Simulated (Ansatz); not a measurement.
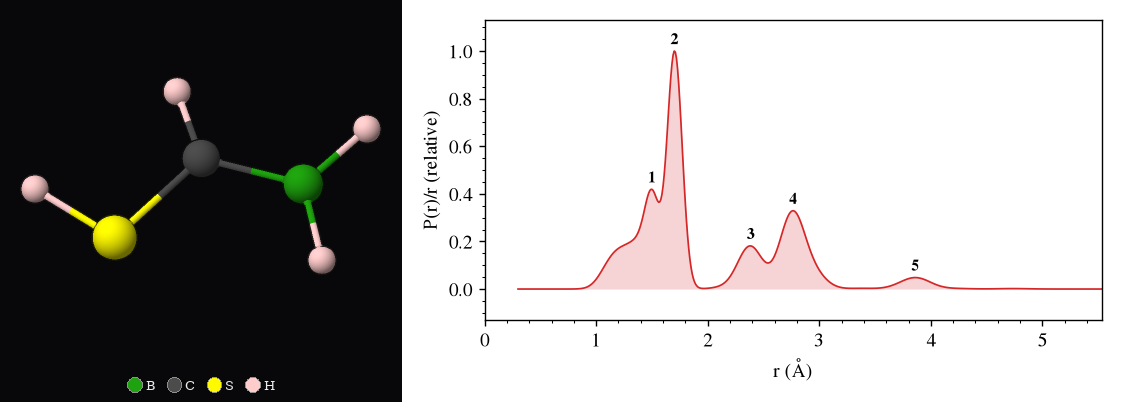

Simulated gas electron diffraction: radial distribution curve of CH4BS (spin multiplicity 2). Each pair of atoms contributes with weight ZᵢZⱼ/r; damping constant 0.001 Å²; vibrational amplitudes assumed, not computed: 0.05 Å for bonds, 0.078 Å for bonds to H, 0.06 + 0.015 r up to 0.15 Å for other pairs. The geometry is the end point of an optimisation (Ansatz, UKS LDA/def2-SVP); it may be a saddle point or a higher isomer.

### Read the positions of the numbered peaks and name the main pairs (– for bonds).

Peak 1, 1.50 Å: S–H 1.37 Å, C–B 1.50 Å, not resolved; in its flanks C–H 1.11 Å, B–H 1.22 Å
Peak 2, 1.70 Å: S–C 1.70 Å
Peak 3, 2.38 Å: B···H 2.32 Å, C···H 2.36–2.37 Å (×3), S···H 2.41 Å, not resolved
Peak 4, 2.76 Å: S···B 2.76 Å, S···H 2.95 Å, not resolved
Peak 5, 3.86 Å: B···H 3.77 Å, S···H 3.88 Å, not resolved
